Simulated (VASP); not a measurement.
Band structure of NaI (rock salt). Level of theory: SCAN meta-GGA, VASP's PBE PAW potentials (set 64) (plane waves; VASP 6.6.1).

Unless said otherwise, spin-orbit coupling is left out, though it shifts the bands of the heavy elements here.

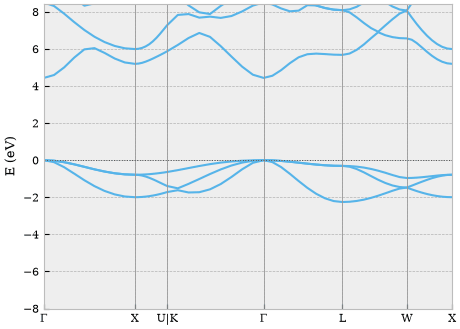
Fig. 1. Bands along high-symmetry lines, zero at the valence-band maximum or, without a gap, the Fermi level

Question: Read the plot: is there a gap, and where are the band edges?

Answer: The gap is direct, 4.44 eV, from the valence maximum at Γ to the conduction minimum at Γ.

Measured: gap 5.90 eV (computed value off by -1.46 eV), as given by Abedi et al., (2022), arXiv:2211.14644.

The compound is NaI in the rock salt structure. It was relaxed first.
